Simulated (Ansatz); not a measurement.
# ClGaH₃N: what the fields show

```xyz
6

Ga   -0.0624   -0.0452    0.0269
H     0.0458   -0.3652    1.5377
Cl    1.7098    0.3997   -1.1186
N    -1.5812   -0.0014   -0.9349
H    -2.5009   -0.1993   -0.5614
H    -1.6034    0.2114   -1.9247
```

All numbers below come from RKS PBE0/def2-SVP in Ansatz.

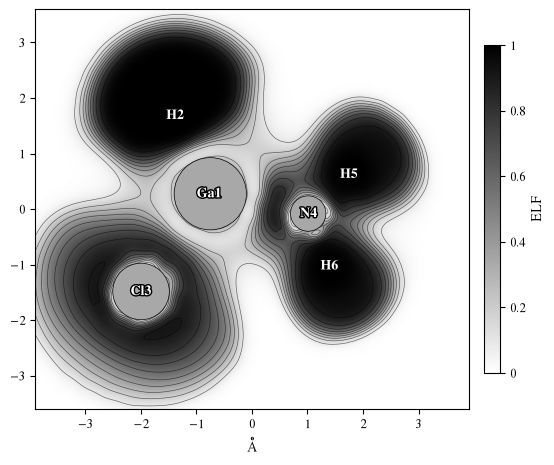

Figure 1. Electron localisation function on the molecular plane. Grey discs cover the atomic cores.

> Describe what can be read from this map.

- Atoms in the plane: Ga, H, Cl and N.
- Ga–N (1.80 Å): the ELF peaks at about 0.85 in the valence shell of N, 0.6 Å from its nucleus, and is about 0.35 at the midpoint.
- Ga–Cl (2.16 Å): the ELF peaks at about 0.85 in the valence shell of Cl, 0.8 Å from its nucleus, and is about 0.55 at the midpoint.
- N–H (1.01 Å): the ELF climbs to about 1 towards the hydrogen, as it does in any bond to H (an ordinary covalent bond to hydrogen).
- Ga–H (1.55 Å): the ELF climbs to about 1 towards the hydrogen.
- The ELF also peaks beside Cl3, away from the bonds: lone-pair regions.

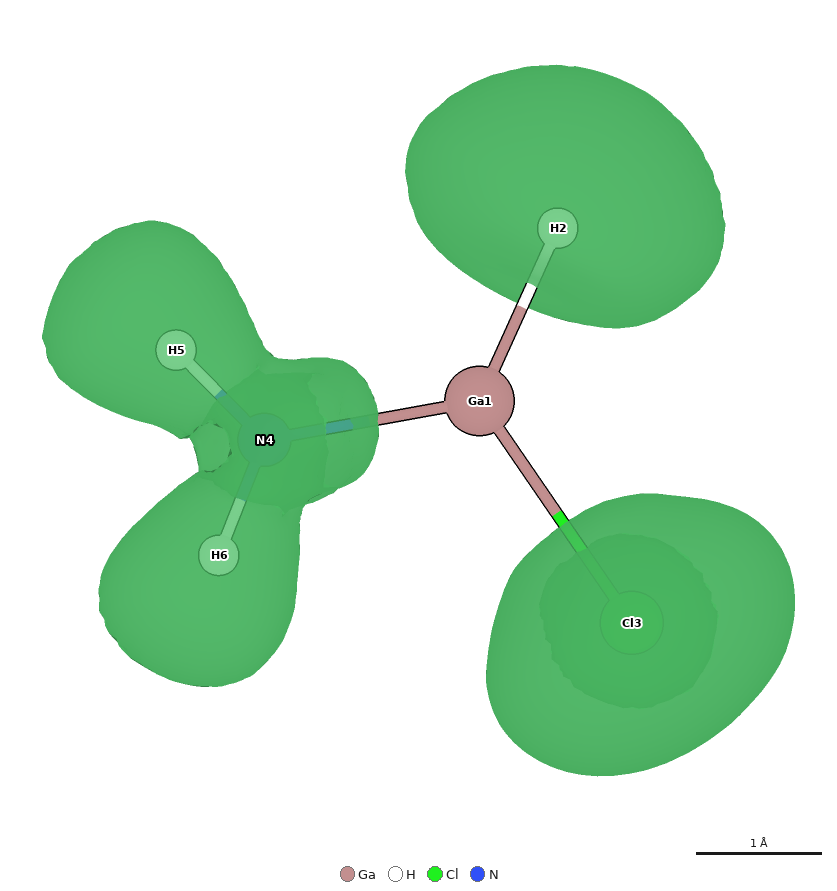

Figure 2. Isosurface of the ELF at 0.75 (green), seen at a tilt. Only the valence region is drawn (cores and ρ < 0.01 e/Å³ removed).

> Where are the electrons localised?

The surface consists of one region around a hydrogen nucleus, one region wrapped around Cl (its valence shell) and one joined region spread over several atoms (H, N), in which their bonds and any lone pairs are merged.

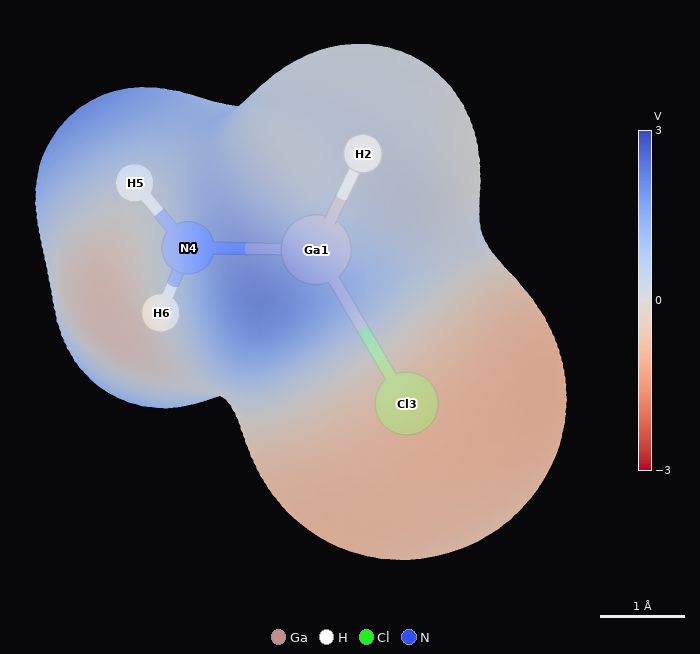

Figure 3. The electrostatic potential painted on the density surface at 0.002 e/bohr³, seen at a tilt; the colour scale runs from red (negative) to blue (positive).

> Which sites attract a positive test charge, and which a negative one?

A positive charge is drawn to the negative regions and a negative charge to the positive ones. The most negative region (about −0.9 V, or −21 kcal/mol for a unit charge) lies over Cl3, the most positive (about +2.1 V, or +48 kcal/mol for a unit charge) over Ga1.

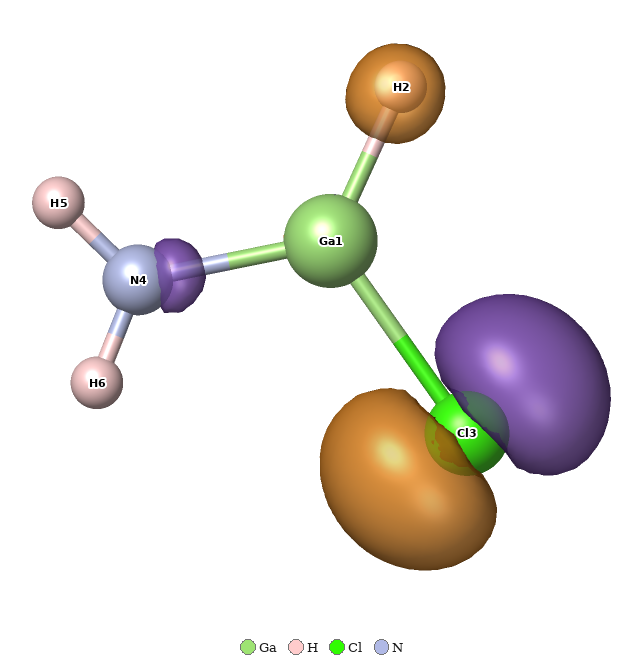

Figure 4. The HOMO−1 at ±0.2 Å⁻³ᐟ² (orange and purple are the two phases), seen across its widest extent.

> What is the character of this orbital?

Its weight (Hirshfeld) is mainly on Cl3 (about 80 %), Ga1 (about 10 %) and H2 (about 5 %); it is symmetric in the molecular plane (an in-plane orbital: σ, lone-pair or in-plane π type); largely a lone pair of Cl3. Its energy is −8.40 eV.
